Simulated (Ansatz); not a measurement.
# Calculations on C$_{3}$H$_{5}$Al

Part 1: Relaxation

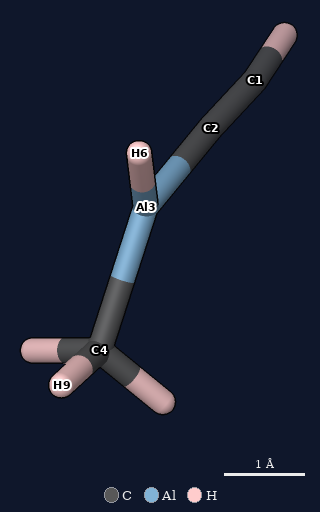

Starting structure of C3H5Al (coarse preliminary run). A stick model, seen from a free direction.

Computed with RKS PBE-D4/def2-SVP in Ansatz 0.2.0.

The input:
```yaml
crystal:
  periodic: [false, false, false]
  atoms:
    - {symbol: C, position_ang: [1.643300, 0.621100, -2.184800]}
    - {symbol: C, position_ang: [1.038200, 0.626100, -1.127300]}
    - {symbol: Al, position_ang: [0.118200, 0.569600, 0.582000]}
    - {symbol: C, position_ang: [-1.095500, -0.860900, 0.975300]}
    - {symbol: H, position_ang: [2.082500, 0.691400, -3.154000]}
    - {symbol: H, position_ang: [0.475600, 1.686200, 1.703200]}
    - {symbol: H, position_ang: [-1.974200, -0.811800, 0.250600]}
    - {symbol: H, position_ang: [-0.633600, -1.842700, 0.890400]}
    - {symbol: H, position_ang: [-1.566100, -0.725300, 2.047400]}
basis:
  gaussian: {orbitals: def2-SVP}
hamiltonian: {xc: pbe, dispersion: d4}
relax: {f_tol: 0.03, max_steps: 250}
```

Predict the outcome.

Answer. The largest moves after the best rigid fit, 0.087 Å, are those of H6 and H9. By element the largest moves are H 0.087 Å, Al 0.049 Å, C 0.042 Å. Among the contacts that change: C4–H9 1.179 → 1.109 Å, Al3–C4 1.917 → 1.959 Å, C4–H7 1.140 → 1.112 Å, Al3–H6 1.622 → 1.598 Å. Among the angles between lasting bonds that change: C2–C1–H5 173.3° → 179.9°, C4–Al3–H6 120.8° → 123.6°, Al3–C4–H9 110.7° → 113.2°. The optimiser took 6 steps. The run took about 15 core-seconds on a shared host.

The structure at the end:

```xyz
9

C     1.6075    0.6425   -2.1855
C     1.0372    0.6226   -1.0911
Al    0.1485    0.5875    0.6155
C    -1.1296   -0.8492    0.9911
H     2.1089    0.6618   -3.1456
H     0.5003    1.7516    1.6523
H    -1.9796   -0.8121    0.2753
H    -0.6572   -1.8458    0.8537
H    -1.5476   -0.8052    2.0170
```

The end point in the same view:

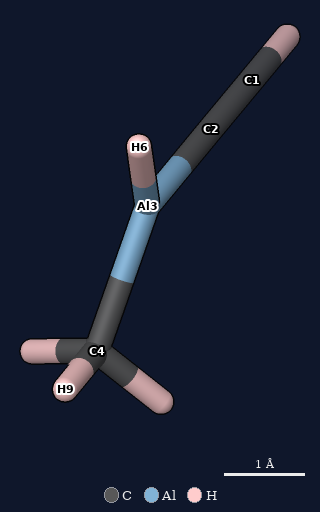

Part 2: Relaxation

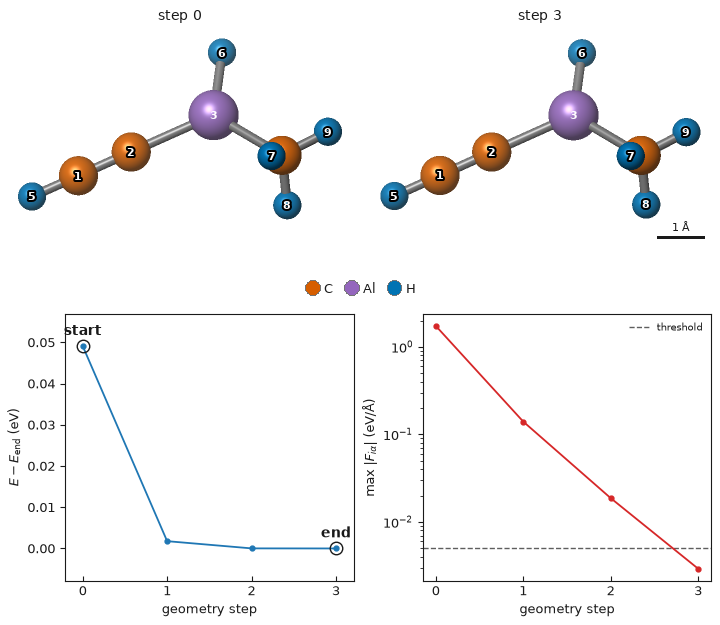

First and last geometry of a relaxation of C$_{3}$H$_{5}$Al, with the history of the run. The picture is a ball-and-stick view, seen from a free direction.

Level of theory: Ansatz, RKS PBE0-D4/def2-TZVP. (force threshold 0.005 eV/Å; at most 200 steps)

Question: What do the curves and the structures tell?

Answer: It converged. An H atom moves most after the best rigid fit: 0.050 Å. Largest moves by element: H 0.050 Å, C 0.034 Å, Al 0.004 Å. Among the contacts that change: C–C 1.234 → 1.211 Å, C–H 1.109 → 1.092 Å, C–H 1.083 → 1.067 Å, Al–C 1.959 → 1.944 Å. After 3 geometry steps the energy has fallen by 0.049 eV. Largest force component: 1.7 eV/Å at the start, 0.0029 eV/Å at the end. The run took about 30 core-seconds on a shared host.

```
step  E − E(0), eV  largest force component, eV/Å
   0        0.0000                         1.7360
   1       -0.0473                         0.1402
   2       -0.0491                         0.0187
   3       -0.0491                         0.0029
```

Part 3: A change

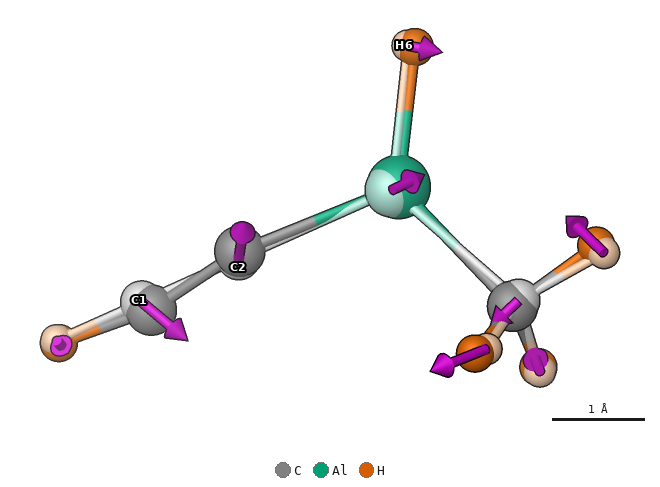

C3H5Al, drawn pale, and a changed version of it, drawn solid. The purple arrows show how the atoms are displaced, magnified 5 times. Style: ball-and-stick. Shown at a tilt.

Theory: RKS PBE-D4/def2-TZVPP (Ansatz 0.2.0). 

What was done to the structure, and with what result?

All atoms are moved at random (σ = 0.09 Å) from the PBE0-D4/def2-TZVP minimum. It costs 54.8 kJ/mol. The largest force is 2.7 eV/Å, on an H atom. The forces point partly back along the displacements (cosine −0.63). At other levels of theory the same distortion costs 63.4 kJ/mol (RKS r2SCAN-D4/def2-TZVPP), 64.5 kJ/mol (RKS PBE0-D4/def2-TZVPP), 65.9 kJ/mol (RKS wB97M-V/def2-TZVPP), 60.6 kJ/mol (RHF-CCSD(T), frozen core/def2-TZVPP). Some distances before and after: C–H 1.094 → 1.108 to 1.201 Å, C–H 1.067 → 1.151 Å, Al–H 1.583 → 1.532 Å, C–C 1.211 → 1.244 Å. Bond angles that change, for instance: C–C–Al 179.8° → 164.5°, Al–C–H 113.1° → 100.0°.

Part 4: Distortion

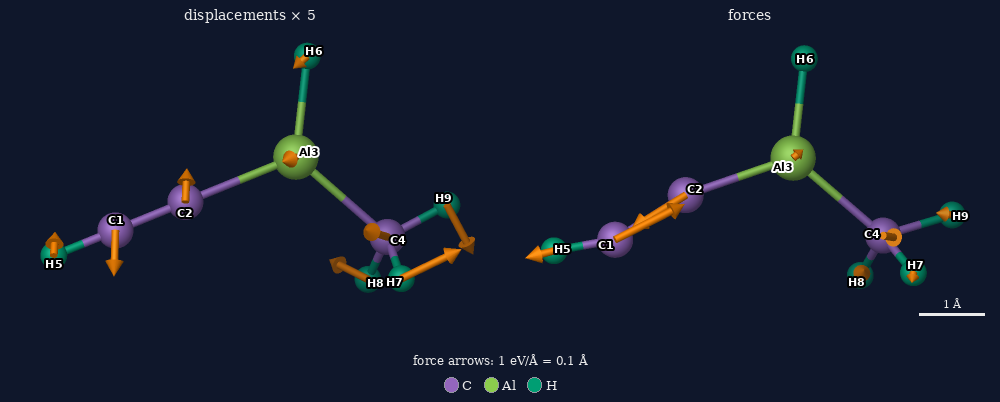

Left: C3H5Al, with orange arrows for the displacements applied to it. Right: the displaced structure with the computed forces. Style: ball-and-stick. Shown at a tilt.

The calculation used RKS PBE-D4/def2-TZVPP in Ansatz 0.2.0. 

How do the forces relate to the distortion?

All atoms are moved at random (σ = 0.09 Å) from the PBE0-D4/def2-TZVP minimum. Energy change: +49.4 kcal/mol. The largest force is 13 eV/Å, on C1. The forces point partly back along the displacements (cosine −0.47). At other levels of theory the same distortion costs 52.8 kcal/mol (RKS r2SCAN-D4/def2-TZVPP), 54.9 kcal/mol (RKS PBE0-D4/def2-TZVPP), 56.0 kcal/mol (RKS wB97M-V/def2-TZVPP), 50.3 kcal/mol (RHF-CCSD(T), frozen core/def2-TZVPP). Some distances before and after: C4–H8 1.095 → 1.319 Å, C4–H9 1.092 → 1.246 Å, C1–C2 1.211 → 1.351 Å, C2–Al3 1.913 → 1.804 Å. Among the angles between lasting bonds that change: C2–C1–H5 179.9° → 157.6°, H8–C4–H9 108.2° → 89.6°.
